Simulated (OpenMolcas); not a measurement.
# C2H6FIn (SMILES C[CH](F)[InH2]) at 6 levels

Wanted: a comparison of 6 runs (HF/STO-3G, HF/3-21G, BLYP/def2-SVP, PBE/def2-SVP, TPSS/def2-SVP, MP2/def2-SVP) of C2H6FIn. 

The calculation is run with OpenMolcas 26.06.

**1. The molecule**

C2H6FIn has 10 atoms, charge 0, and is taken as a singlet. As SMILES, `C[CH](F)[InH2]`. Geometry: relaxed at PBE0-D4/def2-TZVP.

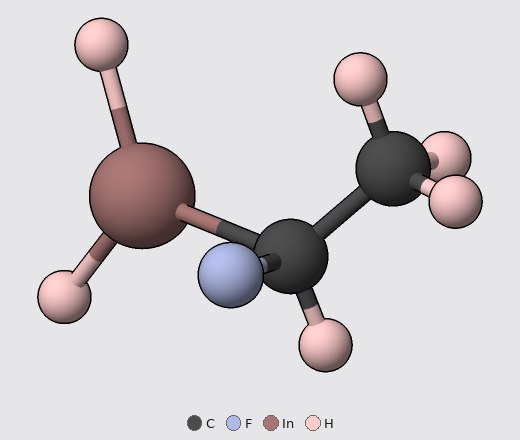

The structure, seen from a chosen angle (carbon dark grey, fluorine light blue, indium brown, hydrogen pink).

**2. Energy and forces at HF/STO-3G (run 1)**

The input, calc.input:

```
&GATEWAY
  BASLIB=$CurrDir
  COORD
  10
  angstrom
  C       -0.140800       1.253600      -0.575200
  C        0.633800       0.180000       0.137200
  F        0.870200       0.597100       1.467800
  In      -0.385200      -1.745500       0.423800
  H        0.391300       2.210500      -0.541500
  H       -1.131900       1.397600      -0.139100
  H       -0.271900       0.979300      -1.626600
  H        1.621200       0.055100      -0.315800
  H       -2.079900      -1.696200       0.762700
  H        0.493100      -3.231500       0.406600
  BASIS=STO-3G
  GROUP=NoSym

&SEWARD

&SCF
  THRESHOLDS=1e-10 1e-07 1e-07 1e-05
  PRORBITALS=1 2

&ALASKA
```

The basis set STO-3G is read from a file made from the Basis Set Exchange's data (not shown).

Command:

```bash
$ export MOLCAS_MEM=1860
$ pymolcas calc.input > calc.log
```

What it wrote:

```text
--- Start Module: gateway ---
[...]
--- Stop Module: gateway /rc=_RC_ALL_IS_WELL_ ---
[...]
      Basis functions           48
[...]
--- Start Module: scf ---
[...]
       Convergence after  12 Iterations
[...]
::    Total SCF energy                              -5859.1911232688
[...]
      Total spin, S                                     0.0000000000
[...]
      Total electronic charge=   76.000000
      Total            charge=   -0.000000
[...]
      Dipole Moment (debye):
      Origin of the operator (angstrom)=   -0.1391   -1.0510    0.4261
                   X= -4.0260E-01               Y= -1.0226E+00               Z= -1.0544E+00           Total=  1.5230E+00
      Quadrupole Moment (debye*angstrom):
[...]
--- Stop Module: scf /rc=_RC_ALL_IS_WELL_ ---
[...]
--- Start Module: alaska ---
[...]
 *              Molecular gradients               *
 **************************************************
  Irreducible representation: a
 ------------------------------------------------------------------------------------------
                              X                       Y                       Z
 ------------------------------------------------------------------------------------------
  C1                1.29849116084311E-02   -2.71429329598316E-02    2.52425722379481E-02
  C2               -4.91860283151002E-03    4.62221778551655E-02   -3.47984316076868E-02
  F3               -1.38635554663402E-03   -3.15002576224188E-03    1.45008980002359E-03
  IN4               1.18261402715145E-02    1.97335742306208E-02   -3.08551103237764E-03
  H5                5.24906416144066E-03    3.82870610969555E-03    1.18094643016331E-03
  H6               -5.46695437919809E-03   -3.44863092589520E-04    2.00004518339014E-03
  H7                3.73274304289906E-04   -4.04009597473923E-03   -6.02911241306447E-03
  H8               -1.16491977388389E-03   -4.38608006845525E-03    6.90752140132744E-03
[...]
--- Stop Module: alaska /rc=_RC_ALL_IS_WELL_ ---
[...]
```

It took 4.8 s on 1 thread of AMD EPYC 7R43 (Zen 3), shared host; peak memory 0.38 GiB.

**3. Energy and gradient at HF/3-21G (run 2)**

The input, input.xyz:

```xyz
10

C     -0.140800     1.253600    -0.575200
C      0.633800     0.180000     0.137200
F      0.870200     0.597100     1.467800
In    -0.385200    -1.745500     0.423800
H      0.391300     2.210500    -0.541500
H     -1.131900     1.397600    -0.139100
H     -0.271900     0.979300    -1.626600
H      1.621200     0.055100    -0.315800
H     -2.079900    -1.696200     0.762700
H      0.493100    -3.231500     0.406600
```

The input, calc.input:

```
* C2H6FIn Hartree-Fock
>>> EXPORT MOLCAS_PRINT=2
&GATEWAY
BasLib
$CurrDir
Coord
input.xyz
Basis
3-21G
Group
NoSym
&SEWARD
&SCF
Thresholds
1e-10 1e-07 1e-07 1e-05
PrOrbitals
1 2
&ALASKA
```

The basis set 3-21G is read from a file made from the Basis Set Exchange's data (not shown).

Command:

```bash
$ export MOLCAS_MEM=1860
$ pymolcas calc.input > calc.log
```

What it wrote:

```text
--- Start Module: gateway ---
[...]
--- Stop Module: gateway /rc=_RC_ALL_IS_WELL_ ---
[...]
      Basis functions           70
[...]
--- Start Module: scf ---
[...]
       Convergence after  13 Iterations
[...]
::    Total SCF energy                              -5892.3760169346
[...]
      Total spin, S                                     0.0000000000
[...]
      Total electronic charge=   76.000000
      Total            charge=   -0.000000
[...]
      Dipole Moment (debye):
      Origin of the operator (angstrom)=   -0.1391   -1.0510    0.4261
                   X= -2.9375E-01               Y= -5.5735E-01               Z= -2.1155E+00           Total=  2.2073E+00
      Quadrupole Moment (debye*angstrom):
[...]
--- Stop Module: scf /rc=_RC_ALL_IS_WELL_ ---
[...]
--- Start Module: alaska ---
[...]
 *              Molecular gradients               *
 **************************************************
  Irreducible representation: a
 ------------------------------------------------------------------------------------------
                              X                       Y                       Z
 ------------------------------------------------------------------------------------------
  C1                6.47306834192785E-03   -1.36432561759428E-02    1.02041524463390E-02
  C2               -1.25896577927023E-02    1.57179823402203E-02    1.83661275279006E-02
  F3               -1.53344648663101E-03   -7.55944907914063E-03   -2.16251731513619E-02
  IN4              -2.27699528307568E-03   -5.16164227258997E-03   -8.70195072355862E-04
  H5                3.97442219059907E-03    5.39221224437858E-03   -4.26760551183736E-04
  H6               -5.99780729740740E-03    2.65995960796461E-04    1.86387306726155E-03
  H7               -4.27222015509154E-04   -2.06612962035043E-03   -5.73032456605205E-03
  H8                7.04098188004121E-03   -3.28074246514365E-03   -3.58943736736617E-04
[...]
--- Stop Module: alaska /rc=_RC_ALL_IS_WELL_ ---
[...]
```

It took 6.9 s on 1 thread of AMD EPYC 7R43 (Zen 3), shared host; peak memory 0.42 GiB.

Runs 3 to 5 aren't shown in full; the table further down has their settings and results.

**4. The energy at MP2/def2-SVP (core potential) (run 6)**

The input, coord.xyz:

```xyz
10

C     -0.140800     1.253600    -0.575200
C      0.633800     0.180000     0.137200
F      0.870200     0.597100     1.467800
In    -0.385200    -1.745500     0.423800
H      0.391300     2.210500    -0.541500
H     -1.131900     1.397600    -0.139100
H     -0.271900     0.979300    -1.626600
H      1.621200     0.055100    -0.315800
H     -2.079900    -1.696200     0.762700
H      0.493100    -3.231500     0.406600
```

The input, run.input:

```
* C2H6FIn MP2
>>> EXPORT MOLCAS_PRINT=2
&GATEWAY
BasLib=$CurrDir
Coord=coord.xyz
Basis=def2-SVP
Group=NoSym
&SEWARD
&SCF
Thresholds=1e-10 1e-07 1e-07 1e-05
PrOrbitals=1
&MBPT2
Frozen=7
```

The basis set def2-SVP is read from a file made from the Basis Set Exchange's data (not shown).

Command:

```bash
$ export MOLCAS_MEM=1860
$ pymolcas run.input > run.log
```

What it wrote:

```text
--- Start Module: gateway ---
[...]
--- Stop Module: gateway /rc=_RC_ALL_IS_WELL_ ---
[...]
      Basis functions           98
[...]
--- Start Module: scf ---
[...]
       Convergence after  13 Iterations
[...]
::    Total SCF energy                               -367.6785398591
[...]
      Total spin, S                                     0.0000000000
[...]
      Total electronic charge=   48.000000
      Total            charge=   -0.000000
[...]
      Dipole Moment (debye):
      Origin of the operator (angstrom)=   -0.1391   -1.0510    0.4261
                   X= -2.5529E-01               Y= -4.4866E-01               Z= -2.0466E+00           Total=  2.1107E+00
      Quadrupole Moment (debye*angstrom):
[...]
--- Stop Module: scf /rc=_RC_ALL_IS_WELL_ ---
[...]
--- Start Module: mbpt2 ---
[...]
WARNING!
Default frozen orbitals as non valence orbitals is overwritten by user input.
Default values:   3
[...]
       Reference weight ( Cref**2 )         =        0.85066
::    Total MBPT2 energy                             -368.2407266365
[...]
      Total MBPT2 calculations                           0.56      0.62
--- Stop Module: mbpt2 /rc=_RC_ALL_IS_WELL_ ---
[...]
```

It took 11 s on 1 thread of AMD EPYC 7R43 (Zen 3), shared host; peak memory 0.54 GiB.

**5. Overview of the runs**

| run | level | integration grid | task | energy (Eh) | dipole moment (D) of the reference | HOMO energy (eV) | LUMO energy (eV) | wall time |
| --- | --- | --- | --- | --- | --- | --- | --- | --- |
| 1 | HF/STO-3G | – | gradient | -5859.191123 | 1.52 | -7.11 | 5.62 | 4.8 s |
| 2 | HF/3-21G | – | gradient | -5892.376017 | 2.21 | -9.74 | 0.84 | 6.9 s |
| 3 | BLYP/def2-SVP (core potential) | UltraFine | gradient | -369.491947 | 1.57 | -5.58 | -2.41 | 65 s |
| 4 | PBE/def2-SVP (core potential) | UltraFine | gradient | -369.392429 | 1.58 | -5.70 | -2.45 | 63 s |
| 5 | TPSS/def2-SVP (core potential) | UltraFine | gradient | -369.554097 | 1.63 | -5.81 | -2.29 | 74 s |
| 6 | MP2/def2-SVP (core potential) | – | energy | -368.240727 | 2.11 | -9.96 | 0.81 | 11 s |

**6. Results**

```
                                          quantity          value
                               run 6: total energy  -368.24073 Eh
         run 6: dipole moment (mean-field density)         2.11 D
        run 6: HOMO energy (Hartree–Fock orbitals)       -9.96 eV
        run 6: LUMO energy (Hartree–Fock orbitals)        0.81 eV
      run 6: HOMO–LUMO gap (Hartree–Fock orbitals)       10.76 eV
run 6: correlation energy (7 core orbitals frozen)     -562.2 mEh
```

In words: Over runs 1, 2, 3, 4, 5 the dipole moment (its size) runs from 1.52 D (HF/STO-3G) to 2.21 D (HF/3-21G). Over runs 1, 2, 3, 4, 5 the HOMO–LUMO gap runs from 3.16 eV (BLYP/def2-SVP) to 12.72 eV (HF/STO-3G). The two ends differ in method and basis and core potential. Totals of different functionals can't be ranked against each other. Some runs of one species differ in core potentials or relativity; totals across that change don't compare. In run 1 the basis is minimal, so the values are rough. In runs 1, 2 relativity is left out where basis or elements ask for it. All runs together took 3.8 min, the longest 74 s.
